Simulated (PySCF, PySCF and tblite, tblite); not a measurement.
# C₃H₉FO₂Si₂: a path driven as rotation about a bond, and NMR exchange, part 2 of 2

PySCF and tblite. Atoms count from 0. The steps go on from the part before.

## (8) Shieldings, saddle of leg 1: B3LYP/pcSseg-1

What the job is given:

```
{"job": {"kind": "nmr", "xc": "B3LYP", "basis": "pcSseg-1", "pop": false}, "charge": 0, "multiplicity": 1}
C      0.530252    -2.046702     0.989842
C      0.697221    -1.241675    -0.046743
O      1.981709    -0.692676    -0.267426
C      2.196878     0.515514     0.310766
F      1.540494     1.532046    -0.362084
Si    -0.635457    -0.736749    -1.305621
O     -1.610817     0.341632    -0.598594
Si    -2.182652     1.698426     0.088297
H     -0.421661    -2.513814     1.166075
H      1.328143    -2.275302     1.680380
H      1.839864     0.576480     1.352414
H      3.267320     0.742315     0.239173
H      0.004900    -0.125532    -2.462666
H     -1.498758    -1.879928    -1.590952
H     -1.085436     2.400029     0.748578
H     -2.774905     2.487772    -0.988914
H     -3.177095     1.218165     1.047476
```

The program printed:

```text
coarse grid: 15344 points
cycle   1  E = -948.7597617992  dE =  9.404e-01  |g| = 1.092e+00  |ddm| = 3.723e+00
cycle   2  E = -948.3678986821  dE =  3.919e-01  |g| = 1.820e+00  |ddm| = 2.202e+00
cycle   3  E = -948.9535574038  dE = -5.857e-01  |g| = 1.786e-01  |ddm| = 1.673e+00
cycle   4  E = -948.9586888039  dE = -5.131e-03  |g| = 8.616e-02  |ddm| = 1.998e-01
cycle   5  E = -948.9599119997  dE = -1.223e-03  |g| = 1.674e-02  |ddm| = 5.552e-02
cycle   6  E = -948.9599577653  dE = -4.577e-05  |g| = 5.637e-03  |ddm| = 1.426e-02
cycle   7  E = -948.9599647863  dE = -7.021e-06  |g| = 1.486e-03  |ddm| = 5.432e-03
final grid: 139848 points
cycle   8  E = -949.0387054722  dE = -2.765e-05  |g| = 7.587e-03  |ddm| = 2.160e-02
cycle   9  E = -949.0386928850  dE =  1.259e-05  |g| = 1.127e-02  |ddm| = 1.245e-02
cycle  10  E = -949.0387164446  dE = -2.356e-05  |g| = 1.123e-03  |ddm| = 7.445e-03
cycle  11  E = -949.0387166969  dE = -2.523e-07  |g| = 3.336e-04  |ddm| = 1.026e-03
cycle  12  E = -949.0387167199  dE = -2.305e-08  |g| = 1.148e-04  |ddm| = 3.450e-04
cycle  13  E = -949.0387167225  dE = -2.612e-09  |g| = 3.511e-05  |ddm| = 1.172e-04
cycle  14  E = -949.0387167228  dE = -2.285e-10  |g| = 1.154e-05  |ddm| = 3.064e-05
converged SCF energy = -949.0387167228

GIAO shielding tensors (ppm)
atom      isotropic    diamagn.    paramagn.     s11        s22        s33       span
  0 C       55.564     255.366    -199.803    -65.075     80.094    151.672    216.747
  1 C       -3.425     262.467    -265.892   -121.548     14.814     96.459    218.006
  2 O      165.094     399.861    -234.767     97.917    178.388    218.977    121.060
  3 C       69.078     239.400    -170.322     45.139     71.259     90.838     45.699
  4 F      332.282     479.660    -147.378    217.356    347.020    432.468    215.112
  5 Si     374.967     880.824    -505.857    353.895    373.723    397.284     43.389
  6 O      320.164     400.519     -80.354    244.142    331.572    384.779    140.637
  7 Si     384.861     880.237    -495.376    349.503    353.270    451.810    102.307
  8 H       26.218      32.494      -6.276     23.055     25.536     30.061      7.006
  9 H       25.856      30.852      -4.995     21.860     25.408     30.301      8.441
 10 H       26.242      31.448      -5.206     22.499     26.981     29.245      6.746
 11 H       25.809      27.331      -1.523     21.368     26.033     30.025      8.657
 12 H       26.824      30.472      -3.647     24.354     25.157     30.962      6.608
 13 H       26.790      29.672      -2.882     23.529     25.088     31.754      8.225
 14 H       26.757      31.584      -4.827     22.703     26.891     30.679      7.976
 15 H       26.803      29.049      -2.246     23.467     24.961     31.981      8.513
 16 H       26.813      29.894      -3.081     23.282     25.205     31.951      8.669
```

Run time: 44 s. Hardware: 1 thread of Arm Neoverse N1, shared host; peak memory 0.88 GiB.

This run: HOMO -7.69 eV, LUMO -0.94 eV; dipole 1.77 D.

## (9) Shieldings, end: B3LYP/pcSseg-1

What the job is given:

```
{"job": {"kind": "nmr", "xc": "B3LYP", "basis": "pcSseg-1", "pop": false}, "charge": 0, "multiplicity": 1}
C      1.046079    -1.965418     0.617895
C      0.418055    -0.965162     0.017152
O      0.834840     0.357458     0.038254
C      2.016180     0.681444     0.641289
F      1.939957     0.581927     2.011280
Si    -1.189399    -1.095085    -0.984996
O     -1.971847     0.309360    -0.859133
Si    -1.951667     1.869673    -0.383297
H      0.644602    -2.957987     0.534561
H      1.939467    -1.862142     1.211499
H      2.851330     0.031145     0.334190
H      2.223924     1.733418     0.413987
H     -0.884536    -1.290154    -2.402757
H     -2.065606    -2.114832    -0.417271
H     -1.682470     1.923719     1.050216
H     -0.930876     2.572711    -1.157064
H     -3.305283     2.307521    -0.714946
```

The program printed:

```text
coarse grid: 15344 points
cycle   1  E = -948.7690429388  dE =  9.793e-01  |g| = 1.077e+00  |ddm| = 3.713e+00
cycle   2  E = -948.3903698750  dE =  3.787e-01  |g| = 1.792e+00  |ddm| = 2.134e+00
cycle   3  E = -948.9585611329  dE = -5.682e-01  |g| = 1.808e-01  |ddm| = 1.622e+00
cycle   4  E = -948.9640296102  dE = -5.468e-03  |g| = 8.143e-02  |ddm| = 1.973e-01
cycle   5  E = -948.9651779609  dE = -1.148e-03  |g| = 1.734e-02  |ddm| = 5.477e-02
cycle   6  E = -948.9652242006  dE = -4.624e-05  |g| = 7.448e-03  |ddm| = 1.680e-02
cycle   7  E = -948.9652360166  dE = -1.182e-05  |g| = 2.204e-03  |ddm| = 7.205e-03
cycle   8  E = -948.9652369320  dE = -9.154e-07  |g| = 6.677e-04  |ddm| = 1.986e-03
final grid: 139848 points
cycle   9  E = -949.0428664196  dE = -2.933e-05  |g| = 7.576e-03  |ddm| = 2.009e-02
cycle  10  E = -949.0428542817  dE =  1.214e-05  |g| = 1.128e-02  |ddm| = 1.089e-02
cycle  11  E = -949.0428767977  dE = -2.252e-05  |g| = 1.310e-03  |ddm| = 6.997e-03
cycle  12  E = -949.0428771684  dE = -3.707e-07  |g| = 3.956e-04  |ddm| = 1.498e-03
cycle  13  E = -949.0428771963  dE = -2.793e-08  |g| = 1.175e-04  |ddm| = 3.223e-04
cycle  14  E = -949.0428771989  dE = -2.544e-09  |g| = 3.607e-05  |ddm| = 9.632e-05
cycle  15  E = -949.0428771991  dE = -2.412e-10  |g| = 1.153e-05  |ddm| = 3.175e-05
converged SCF energy = -949.0428771991

GIAO shielding tensors (ppm)
atom      isotropic    diamagn.    paramagn.     s11        s22        s33       span
  0 C       77.573     257.150    -179.577    -30.860     92.261    171.318    202.178
  1 C       11.374     257.839    -246.465    -97.936     31.837    100.220    198.156
  2 O      159.661     404.097    -244.436     79.186    107.870    291.925    212.740
  3 C       79.390     238.015    -158.625     49.824     75.604    112.743     62.918
  4 F      340.186     475.541    -135.355    228.260    350.101    442.197    213.936
  5 Si     379.301     880.619    -501.318    342.396    365.630    429.877     87.481
  6 O      329.953     400.872     -70.919    260.847    351.951    377.062    116.215
  7 Si     381.704     879.359    -497.655    347.744    351.587    445.782     98.038
  8 H       27.096      31.168      -4.072     25.017     26.114     30.155      5.138
  9 H       26.637      31.930      -5.293     23.973     24.708     31.229      7.256
 10 H       25.781      29.398      -3.617     22.666     25.688     28.989      6.322
 11 H       25.757      29.058      -3.301     21.156     26.274     29.840      8.684
 12 H       26.634      29.676      -3.042     23.258     25.129     31.514      8.257
 13 H       26.799      29.812      -3.013     23.193     25.543     31.661      8.468
 14 H       26.752      31.326      -4.575     23.441     25.967     30.847      7.407
 15 H       26.746      30.985      -4.238     23.673     25.511     31.055      7.381
 16 H       26.836      28.379      -1.543     23.048     25.230     32.231      9.183
```

It took 45 s on 1 thread of Arm Neoverse N1, shared host; peak memory 0.88 GiB.

Key values: HOMO -7.19 eV, LUMO -0.47 eV; dipole 1.68 D.

## (10) Barriers, rates and exchange

What the job is given:

```
{"job": {"smiles": "C=C(OCF)[SiH2]O[SiH3]", "charge": 0, "mult": 1, "motion": "rotation", "what": "enol ether", "atoms": [1, 2], "drives": [{"terms": [["t", [0, 1, 2, 3], 0.5], ["t", [5, 1, 2, 3], 0.5]], "by": 180, "n": 12}], "study": "path", "level": {"kind": "nmr", "xc": "B3LYP", "basis": "pcSseg-1"}, "fields": [90, 300, 360], "first": 2, "seed": 650, "kind": "path"}, "charge": 0, "multiplicity": 1}
C      0.708174    -2.533109     0.747560
C      0.756844    -1.295883     0.263621
O      1.844865    -0.529535     0.663592
C      2.021656     0.701150     0.110835
F      2.434532     0.606919    -1.204266
Si    -0.576136    -0.631338    -0.916052
O     -1.223530     0.685951    -0.224223
Si    -2.236227     1.884041     0.196034
H     -0.101647    -3.189611     0.494315
H      1.473466    -2.911704     1.403850
H      1.116572     1.323369     0.096712
H      2.836883     1.191331     0.656381
H     -0.035812    -0.209289    -2.204670
H     -1.614747    -1.649684    -1.026778
H     -1.487418     2.655910     1.187270
H     -2.517330     2.655911    -1.012244
H     -3.437668     1.268363     0.751479
```

The program printed:

```text
stationary points (kcal/mol above the start)
  n  kind          group   xTB      DFT    lowest mode
  0  minimum      C1       0.00     0.00     -17.1
  1  saddle       C1       2.97     1.59     -45.0
  2  minimum      C1      -1.53    -1.27      17.7

GFN2-xTB energies: T/K, barrier G, reaction G (kcal/mol), k forward, k back (1/s)
 150.00     2.62    -1.12   4.83e+08   1.13e+07
 200.00     2.67    -1.04   5.09e+09   3.76e+08
 250.00     2.73    -0.96   2.15e+10   3.13e+09
 298.15     2.79    -0.89   5.56e+10   1.24e+10
 350.00     2.88    -0.82   1.17e+11   3.58e+10
 400.00     2.96    -0.76      2e+11    7.7e+10
 500.00     3.16    -0.65   4.34e+11   2.25e+11

B3LYP/pcSseg-1 + D3(BJ) energies: T/K, barrier G, reaction G (kcal/mol), k forward, k back (1/s)
 150.00     1.23    -0.86   4.99e+10   2.75e+09
 200.00     1.28    -0.78   1.65e+11   2.32e+10
 250.00     1.34    -0.70   3.48e+11   8.49e+10
 298.15     1.41    -0.63   5.73e+11   1.97e+11
 350.00     1.49    -0.56   8.51e+11   3.78e+11
 400.00     1.58    -0.50   1.14e+12   6.05e+11
 500.00     1.78    -0.40   1.75e+12   1.17e+12
```

Wall time 3.3 min (1 thread of Arm Neoverse N1, shared host); peak memory 0.88 GiB. This counts the whole study up to here.

Barriers by level (kcal/mol; entropies in cal/(mol K)). Zero-point and thermal terms come from xTB in every row. ΔG‡ leaves symmetry out; the rate counts one path; effective ΔG‡, where given, is the barrier that would give that rate by Eyring's equation alone:

```csv
level,ΔE‡,with zero-point,ΔH‡,ΔS‡,ΔG‡ (298 K),ΔE of reaction,k at 298 K (1/s),effective ΔG‡
GFN2-xTB,2.97,2.55,2.13,-2.2,2.79,-1.53,5.6e+10,2.79
B3LYP/pcSseg-1 + D3(BJ),1.59,1.17,0.74,-2.2,1.41,-1.27,5.7e+11,1.41
```

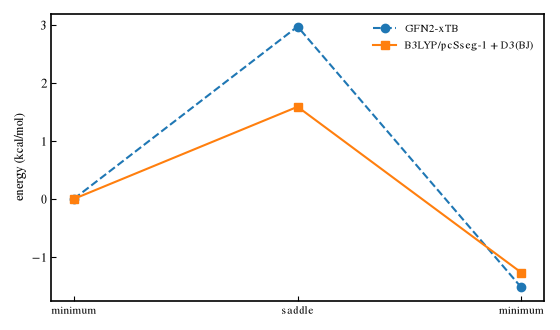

The xTB stationary points, at both levels.

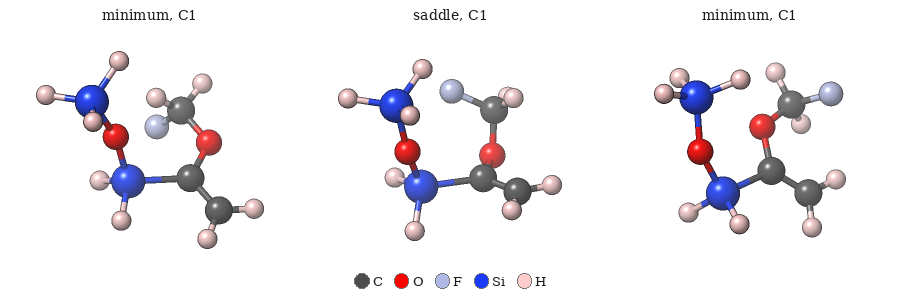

The stationary points in order.

Sites that the driver pairs across this motion, and where their lines would merge (no couplings; faster rotations or exchange between molecules can average them sooner):

```csv
nucleus,sites: shielding (ppm),proton frequency (MHz),spread (Hz),coalescence (K),lines at 298 K
$^{19}$F,F4: 331.8; F4 (end): 340.2,360,2848,below 40,–
$^{13}$C,C0: 66.2; C0 (end): 77.6,360,1026,below 40,–
$^{17}$O,O6: 313.1; O6 (end): 330.0,360,823,below 40,–
$^{17}$O,O2: 150.4; O2 (end): 159.7,360,451,below 40,–
$^{29}$Si,Si5: 373.2; Si5 (end): 379.3,360,437,below 40,–
$^{29}$Si,Si7: 385.6; Si7 (end): 381.7,360,280,below 40,–
$^{13}$C,C3: 76.3; C3 (end): 79.4,360,278,below 40,–
$^{13}$C,C1: 8.3; C1 (end): 11.4,360,278,below 40,–
```

Rows that set an atom against itself at the end compare its shielding in the two forms.

Lines of quadrupolar nuclei are broad, so their coalescence could hardly be seen.

## (11) Results

The summary covers parts 1 to 2.

```
                         quantity                             value
barrier (B3LYP/pcSseg-1 + D3(BJ))  ΔE‡ 1.6, ΔG‡(298 K) 1.4 kcal/mol
               barrier (GFN2-xTB)                  ΔE‡ 3.0 kcal/mol
                    rate at 298 K                       5.7e+11 s⁻¹
                  end of the path      -1.3 kcal/mol from the start
```

In words: DFT puts the top 1.6 kcal/mol above the start (xTB: 3.0); the rate from the DFT barrier is 5.7e+11 s⁻¹ at 298 K. An error of 1.4 kcal/mol changes that rate tenfold. It was not proven that each saddle links the two ends. A minimum keeps an imaginary mode.
